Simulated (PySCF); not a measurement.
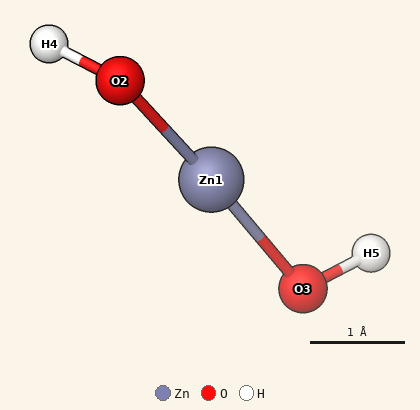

Fig. 1: The structure (ball-and-stick view, seen at a tilt; atoms are numbered from 1 in the order of the input). Sticks mark near contacts.

## Run report: ZnH$_{2}$O$_{2}$, frequency calculation

The run: frequency calculation of ZnH$_{2}$O$_{2}$. Method and program: RKS-based PBE0, Zn def2-TZVP, O def2-TZVP, H def2-TZVP; non-relativistic Hamiltonian; density fitting (PySCF 2.14.0).

The input:
```python
from pyscf import gto, scf, dft
mol = gto.M(atom='''
Zn     0.000000    -0.000000     0.016264
O      1.761436    -0.094748    -0.067678
O     -1.761436     0.094748    -0.067678
H      2.162251    -0.721962     0.536518
H     -2.162251     0.721961     0.536519''',
    basis={'Zn': 'def2-TZVP', 'O': 'def2-TZVP', 'H': 'def2-TZVP'},
    charge=0, spin=0)
mf = dft.RKS(mol, xc='PBE0')
mf.grids.atom_grid = (75, 302)
aux = {'Zn': 'def2-universal-JKFIT', 'O': 'def2-universal-JKFIT', 'H': 'def2-universal-JKFIT'}
mf = mf.density_fit(auxbasis=aux)
mf.conv_tol = 1e-09
mf.diis_space = 10
mf.max_cycle = 60
mf.verbose = 4
mf.kernel()
```

The script is an equivalent of the set-up of the self-consistent field. The run itself was carried out by a driver, which started from the orbitals of the step before it where there was one and computed the further properties.

Run as:
```bash
OMP_NUM_THREADS=2 python axn.py task.json out
```

What the program printed:
```
init E= -1930.73706739824
  HOMO = -0.309160801768553  LUMO = -0.0386217340431685  gap/eV = 7.36174
cycle= 1 E= -1930.73706739813  delta_E= 1.05e-10  |g|= 3.04e-05  |ddm|= 2.11e-05
  HOMO = -0.309153583616388  LUMO = -0.0386203851720595  gap/eV = 7.36158
cycle= 2 E= -1930.73706739778  delta_E= 3.52e-10  |g|= 5.87e-05  |ddm|= 3.92e-05
  HOMO = -0.309157975714277  LUMO = -0.0386211217491166  gap/eV = 7.36168
cycle= 3 E= -1930.73706739829  delta_E= -5.06e-10  |g|= 4.19e-06  |ddm|= 2.5e-05
  HOMO = -0.309158207845798  LUMO = -0.0386212199081299  gap/eV = 7.36169
cycle= 4 E= -1930.73706739829  delta_E= 2.73e-12  |g|= 1.9e-08  |ddm|= 1.27e-06
  HOMO = -0.309158207774357  LUMO = -0.0386212198772498  gap/eV = 7.36169
Extra cycle  E= -1930.73706739829  delta_E= -1.36e-12  |g|= 3.26e-08  |ddm|= 2.75e-08
converged SCF energy = -1930.73706739829
```

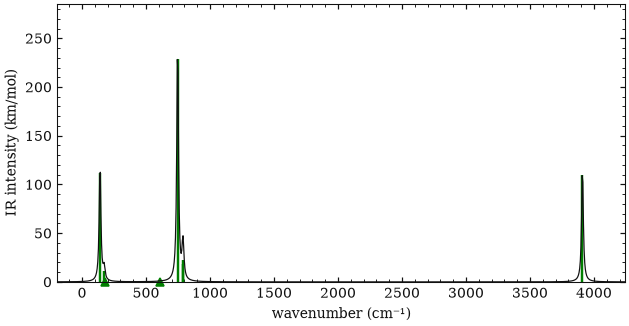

Fig. 2: Harmonic infrared spectrum, unscaled: sticks (degenerate modes added up, dark ones marked on the axis) with a Lorentzian envelope of 16 cm⁻¹ full width, scaled to the tallest stick. 9 modes from 141 to 3911 cm⁻¹, none imaginary. The strongest line is at 747 cm⁻¹ (228 km/mol). All modes, in cm⁻¹ (km/mol): 141 (112), 172 (11.4), 178 (1.2), 612 (0.4), 747 (228), 787 (22), 791 (17.9), 3910 (94), 3911 (15.9).

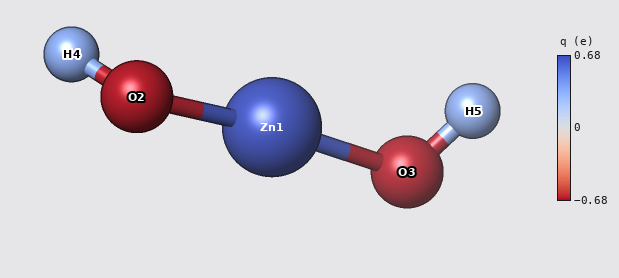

Fig. 3: Mulliken charges, as the colour of each atom (ball-and-stick view, seen at a tilt; atoms are numbered from 1 in the order of the input). By element: Zn +0.64, O −0.64 and H +0.32 e.

Key numbers:

| quantity | value |
| --- | --- |
| outcome | converged |
| total energy | −1930.737067 hartree |
| HOMO | −8.41 eV |
| LUMO | −1.05 eV |
| zero-point energy | 0.025626 hartree |
| dipole moment | 1.99 D |
| wavenumbers, lowest and highest | 141 and 3911 cm⁻¹ |
| hardware | 2 threads of AMD EPYC (Zen 3), 64 GiB of memory available, shared host |
| wall time | 62 s (CPU time 2 min) |
| peak memory | 1.6 GiB |
